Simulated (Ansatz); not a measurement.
# Run report: GaH4ClO3, geometry relaxation (part 2 of 2)

Continued. System: GaH4ClO3. Method: RKS PBE-D4/def2-SVP (Ansatz 0.2.0). It belongs to a series of runs on one base structure; here: end point B relaxed.

Geometry of the input (Å):
```
Ga 0.0018  0.5171  -0.2510
Cl -0.2068  -0.1911  3.1040
O  1.6024  -0.1485  -0.7363
H  1.5317  -1.0000  -1.2054
O  -1.6379  -0.0874  -0.6492
H  -1.6278  -1.0067  -0.9738
O  0.0409  2.0863  0.6274
H  0.9617  2.4086  0.6898
H  -0.2229  1.0288  2.5384
```

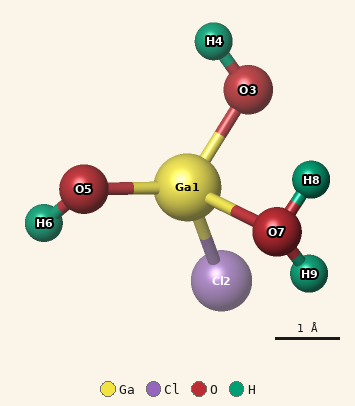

**Figure 1.** The geometry at step 14 of the log (ball-and-stick view, seen at a tilt; atoms are numbered from 1 in the order of the input).

## Trajectory as extended XYZ, continued
```
9
Properties=species:S:1:pos:R:3:forces:R:3 step=7 energy=-71075.18019
Ga   -0.1039    0.1129    0.2185   -0.1261  -0.5259  -0.6022
Cl   -0.0661   -0.3351    2.3855   -0.1676  -1.0227   0.7934
O     1.5560   -0.1611   -0.4507   -0.0256   0.2233  -0.0220
H     1.5865   -0.9178   -1.0609   -0.0023   0.0156  -0.0906
O    -1.6716   -0.0482   -0.6782    0.2348   0.2261   0.1158
H    -1.7832   -0.9714   -0.9625   -0.0863  -0.1220  -0.0371
O     0.0032    1.9923    1.0465   -1.2382   2.7451  -4.7174
H     0.8254    2.4512    0.8470    0.6958   0.3127  -0.0556
H     0.0969    1.4842    1.7985    0.7155  -1.8521   4.6157
9
Properties=species:S:1:pos:R:3:forces:R:3 step=8 energy=-71075.57777
Ga   -0.1049    0.0430    0.2749    0.0773  -0.3325  -0.3048
Cl   -0.1576   -0.3907    2.4784   -0.1224  -0.3068   0.0700
O     1.5595   -0.0972   -0.4206    0.0328  -0.2175  -0.1964
H     1.6017   -0.7470   -1.1505    0.0301   0.1814   0.1404
O    -1.6520   -0.0629   -0.6566    0.1369  -0.0454   0.0299
H    -1.8138   -0.9891   -0.9151   -0.1125   0.0057   0.0195
O     0.0667    1.9596    0.9135   -0.1382   0.7341  -0.9811
H     0.9742    2.3223    0.8113   -0.1395  -0.2447   0.1164
H    -0.0306    1.5691    1.8085    0.2355   0.2257   1.1061
9
Properties=species:S:1:pos:R:3:forces:R:3 step=9 energy=-71075.60512
Ga   -0.0904   -0.0331    0.3100    0.1790   0.1560  -0.2372
Cl   -0.2340   -0.4752    2.4874   -0.0439  -0.1094   0.0067
O     1.5833   -0.0932   -0.3995   -0.0074  -0.6652  -0.7426
H     1.6267   -0.6325   -1.2355   -0.0659   0.5622   0.8391
O    -1.6218   -0.0776   -0.6598    0.0621  -0.5144  -0.0651
H    -1.8673   -1.0117   -0.8499    0.0025   0.4239   0.1176
O     0.1028    1.9542    0.8505   -0.0005   0.0547   1.5036
H     1.0603    2.2364    0.7951   -0.8314  -0.4192   0.1809
H    -0.1166    1.7398    1.8456    0.7056   0.5113  -1.6029
9
Properties=species:S:1:pos:R:3:forces:R:3 step=10 energy=-71075.68655
Ga   -0.1138    0.0393    0.2951   -0.3047  -0.7126   0.4147
Cl   -0.3138   -0.6009    2.4494    0.0740   0.2450  -0.4532
O     1.5982   -0.1132   -0.2956   -0.0707   0.0286  -0.2931
H     1.6063   -0.4709   -1.2104    0.0437   0.1936   0.3045
O    -1.5797   -0.1221   -0.7494    0.0030  -0.2184  -0.0861
H    -1.8979   -1.0507   -0.7418    0.0556   0.3183   0.0608
O     0.0494    2.0271    0.8610    1.0039  -0.1557   0.3890
H     1.0319    2.0703    0.7009   -0.3916   0.2354  -0.2961
H     0.0624    1.8282    1.8347   -0.4132   0.0658  -0.0405
9
Properties=species:S:1:pos:R:3:forces:R:3 step=11 energy=-71075.72703
Ga   -0.1421   -0.1324    0.3528    0.4592   0.6793   0.0461
Cl   -0.3100   -0.5526    2.5156   -0.0541  -0.1294  -0.1767
O     1.5898   -0.0893   -0.2374   -0.1144  -0.1295  -0.0543
H     1.6463   -0.2758   -1.1965   -0.0452   0.0373   0.1823
O    -1.5185   -0.1141   -0.8070   -0.0937  -0.4833   0.0985
H    -1.9826   -0.9694   -0.7052   -0.1848   0.1497  -0.1404
O     0.0753    1.9764    0.8321   -0.2963  -0.3036   0.0084
H     1.0254    1.9821    0.5913    0.2383   0.0065  -0.0236
H     0.0596    1.7822    1.7980    0.0910   0.1731   0.0597
9
Properties=species:S:1:pos:R:3:forces:R:3 step=12 energy=-71075.78000
Ga   -0.1430   -0.0699    0.3203    0.0350   0.1278   0.1549
Cl   -0.3404   -0.5947    2.4658   -0.0379  -0.0243  -0.2019
O     1.5903   -0.0836   -0.2402   -0.0324  -0.0432  -0.2740
H     1.6488   -0.3110   -1.1921   -0.0052   0.0659   0.2579
O    -1.5373   -0.1718   -0.8291    0.1099  -0.1920   0.1222
H    -2.0099   -1.0149   -0.6824   -0.0569   0.1289  -0.0208
O     0.0881    1.9812    0.8513    0.1879  -0.0932   0.0933
H     1.0472    2.0329    0.6222   -0.0974  -0.0132  -0.0997
H     0.0992    1.8389    1.8280   -0.1030   0.0432  -0.0319
9
Properties=species:S:1:pos:R:3:forces:R:3 step=13 energy=-71075.80352
Ga   -0.1309   -0.0708    0.3347   -0.0079  -0.0554   0.0806
Cl   -0.3842   -0.6910    2.4311   -0.0118   0.0335  -0.0709
O     1.5968   -0.0621   -0.2314    0.0716   0.0659  -0.0895
H     1.6597   -0.2887   -1.1785   -0.0033   0.0022   0.0644
O    -1.4904   -0.2106   -0.8416   -0.2575  -0.4136   0.0673
H    -2.0618   -0.9817   -0.6194    0.2308   0.4228  -0.0722
O     0.0968    1.9753    0.8393    0.0613  -0.0382   0.2378
H     1.0489    2.0334    0.5854   -0.0581  -0.0576  -0.0289
H     0.1082    1.9032    1.8243   -0.0250   0.0403  -0.1886
9
Properties=species:S:1:pos:R:3:forces:R:3 step=14 energy=-71075.80512
Ga   -0.1182   -0.0863    0.3311   -0.0112  -0.0601  -0.0275
Cl   -0.4079   -0.7300    2.4039   -0.0143  -0.0141   0.0452
O     1.6161   -0.0184   -0.2245    0.0019   0.0884  -0.0282
H     1.6973   -0.2646   -1.1641    0.0067  -0.0166   0.0126
O    -1.4498   -0.2594   -0.8737   -0.8720  -0.9123   0.4051
H    -2.1333   -0.9175   -0.5411    0.8786   0.9173  -0.4147
O     0.0907    1.9564    0.8357   -0.0142   0.0377   0.2081
H     1.0361    1.9987    0.5549    0.0093  -0.0460   0.0072
H     0.1122    1.9281    1.8215    0.0153   0.0057  -0.2078
9
Properties=species:S:1:pos:R:3:forces:R:3 step=15 energy=-71075.83216
Ga   -0.1232   -0.0963    0.3339   -0.0755   0.0310  -0.0231
Cl   -0.4152   -0.7532    2.4010   -0.0114  -0.0271   0.0319
O     1.6039    0.0615   -0.2273    0.0605  -0.0615  -0.1958
H     1.7116   -0.2707   -1.1401    0.0313   0.0536   0.1364
O    -1.4386   -0.2973   -0.8850   -0.4706  -0.4913   0.2801
H    -2.1550   -0.8795   -0.5247    0.5049   0.4758  -0.2570
O     0.0940    1.9483    0.8323   -0.0253   0.0666   0.1626
H     1.0387    1.9552    0.5384   -0.0197  -0.0570  -0.0327
H     0.1269    1.9391    1.8153    0.0058   0.0100  -0.1024
9
Properties=species:S:1:pos:R:3:forces:R:3 step=16 energy=-71075.84620
Ga   -0.1346   -0.0945    0.3382    0.0686   0.0254   0.0197
Cl   -0.4272   -0.7769    2.3978    0.0021  -0.0239  -0.0023
O     1.5980    0.1116   -0.2278   -0.1074  -0.1032  -0.2120
H     1.7393   -0.2816   -1.1142   -0.0098   0.1372   0.2403
O    -1.4226   -0.3364   -0.8983    0.0219  -0.0586   0.0238
H    -2.1680   -0.8383   -0.5189   -0.0124   0.0515  -0.0152
O     0.0758    1.9551    0.8537    0.1178  -0.0283  -0.0016
H     0.9986    1.9219    0.4825   -0.0857   0.0130   0.0636
H     0.1839    1.9461    1.8308    0.0048  -0.0130  -0.1162
9
Properties=species:S:1:pos:R:3:forces:R:3 step=17 energy=-71075.84743
Ga   -0.1406   -0.0981    0.3555   -0.1059  -0.0444   0.0660
Cl   -0.4301   -0.8217    2.4019    0.0066   0.0657  -0.0446
O     1.5789    0.1206   -0.2047    0.2006  -0.0307  -0.1565
H     1.7279   -0.2306   -1.1026    0.0199   0.0336   0.0758
O    -1.4049   -0.3700   -0.8946    0.2267   0.1204  -0.1339
H    -2.1801   -0.8052   -0.5108   -0.2810  -0.1186   0.1105
O     0.0927    1.9625    0.8233   -0.0942  -0.0391   0.1653
H     1.0210    1.8945    0.4738   -0.0028  -0.0475  -0.0122
H     0.1783    1.9550    1.8019    0.0301   0.0605  -0.0702
9
Properties=species:S:1:pos:R:3:forces:R:3 step=18 energy=-71075.85072
Ga   -0.1327   -0.1394    0.3636   -0.0009   0.1536   0.0223
Cl   -0.4108   -0.8606    2.4077    0.0034   0.0257  -0.0407
O     1.5880    0.1274   -0.1986    0.0557  -0.0475  -0.0693
H     1.7649   -0.2305   -1.0882   -0.0136   0.0257   0.0548
O    -1.4004   -0.3728   -0.8931    0.3127   0.0908  -0.1236
H    -2.2071   -0.7429   -0.5080   -0.3152  -0.1291   0.1314
O     0.0655    1.9476    0.8210    0.0564  -0.0821  -0.0168
H     0.9878    1.8847    0.4482   -0.0880  -0.0455  -0.0124
H     0.1878    1.9935    1.7912   -0.0106   0.0083   0.0542
9
Properties=species:S:1:pos:R:3:forces:R:3 step=19 energy=-71075.85505
Ga   -0.1355   -0.1236    0.3616   -0.0361   0.0274   0.0111
Cl   -0.4186   -0.8442    2.4028    0.0007   0.0078   0.0092
O     1.5879    0.1301   -0.1992    0.0246   0.0261   0.0122
H     1.7621   -0.2248   -1.0886    0.0008  -0.0040  -0.0246
O    -1.3930   -0.3891   -0.8992   -0.0066  -0.0205   0.0093
H    -2.2111   -0.7486   -0.5090    0.0131   0.0189  -0.0089
O     0.0665    1.9474    0.8326   -0.0068  -0.0444  -0.0155
H     0.9791    1.8744    0.4412    0.0203  -0.0055  -0.0137
H     0.2058    1.9854    1.8016   -0.0100  -0.0059   0.0209
9
Properties=species:S:1:pos:R:3:forces:R:3 step=20 energy=-71075.85574
Ga   -0.1358   -0.1253    0.3630   -0.0079   0.0176  -0.0026
Cl   -0.4184   -0.8384    2.4067    0.0013   0.0017   0.0115
O     1.5882    0.1355   -0.1994    0.0057   0.0145   0.0233
H     1.7644   -0.2152   -1.0900   -0.0005  -0.0068  -0.0254
O    -1.3872   -0.4029   -0.9009   -0.0604  -0.0316   0.0306
H    -2.2173   -0.7332   -0.5073    0.0625   0.0307  -0.0324
O     0.0658    1.9414    0.8312    0.0049  -0.0156   0.0041
H     0.9793    1.8643    0.4398    0.0056  -0.0041  -0.0087
H     0.2040    1.9808    1.8008   -0.0111  -0.0065  -0.0005
9
Properties=species:S:1:pos:R:3:forces:R:3 step=21 energy=-71075.85602
Ga   -0.1362   -0.1223    0.3623    0.0013  -0.0100  -0.0104
Cl   -0.4185   -0.8244    2.4110    0.0012  -0.0017   0.0049
O     1.5889    0.1363   -0.2011    0.0001  -0.0015   0.0062
H     1.7610   -0.2089   -1.0952   -0.0010   0.0005  -0.0040
O    -1.3849   -0.4090   -0.9023   -0.0157  -0.0101   0.0156
H    -2.2167   -0.7302   -0.5074    0.0151   0.0103  -0.0137
O     0.0679    1.9373    0.8306   -0.0008   0.0137   0.0126
H     0.9839    1.8579    0.4443    0.0028  -0.0003  -0.0048
H     0.1976    1.9703    1.8017   -0.0030  -0.0010  -0.0064
```

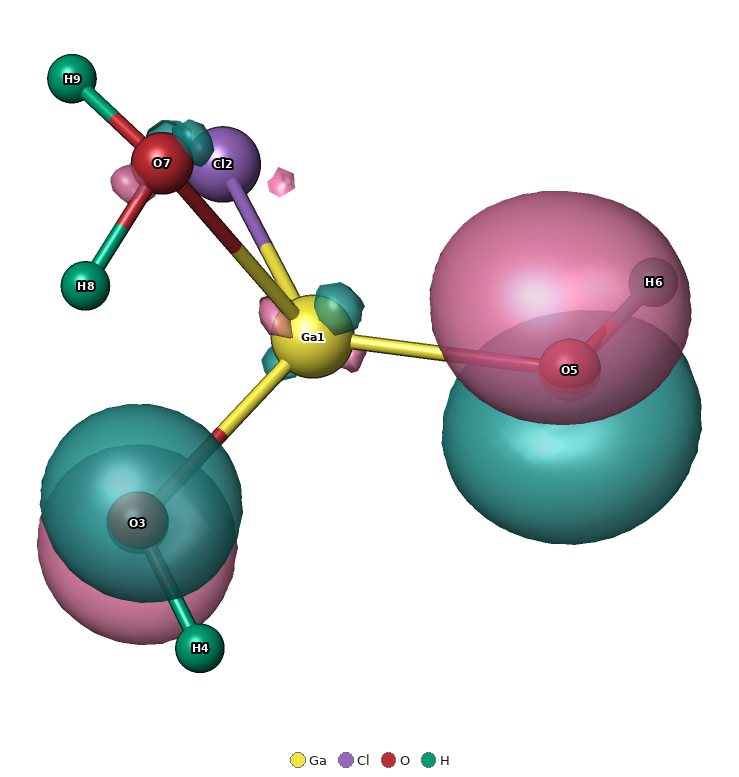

**Figure 2.** The HOMO at ±0.15 Å⁻³ᐟ² (teal and pink are the two phases), seen at a tilt. Its energy is −6.69 eV.

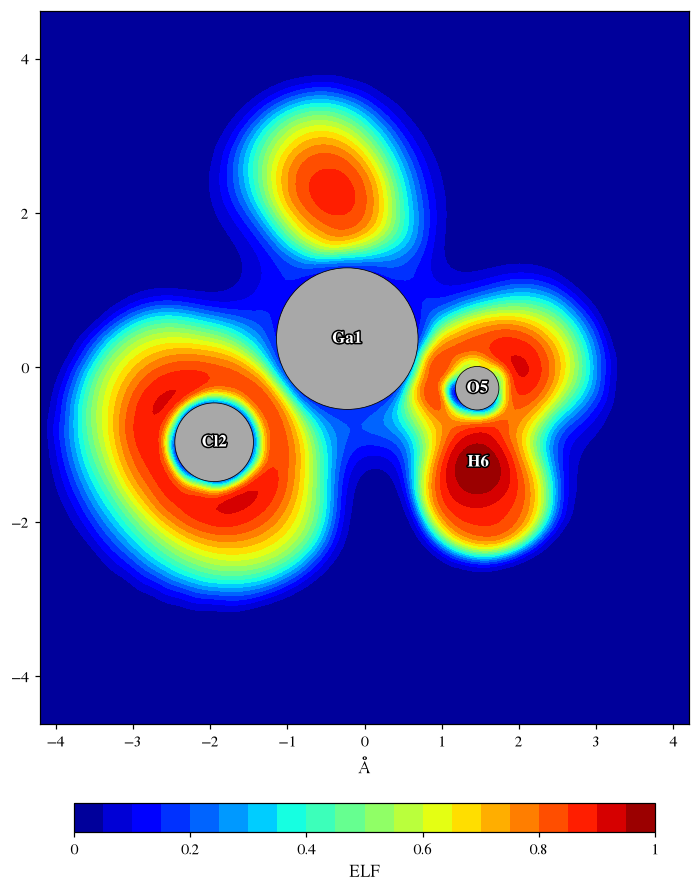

**Figure 3.** ELF on the plane of atoms Cl2, Ga1 and O5. Grey discs, where drawn, cover atomic cores. Atoms in the plane: Ga, Cl, O and H. Ga–O (1.80 Å): the ELF peaks at about 0.85 in the valence shell of O, 0.6 Å from its nucleus, and is about 0.25 at the midpoint. Ga–Cl (2.18 Å): the ELF peaks at about 0.85 in the valence shell of Cl, 0.8 Å from its nucleus, and is about 0.55 at the midpoint. O–H (0.98 Å): the ELF climbs to about 1 towards the hydrogen, as it does in any bond to H (a covalent bond by its length).
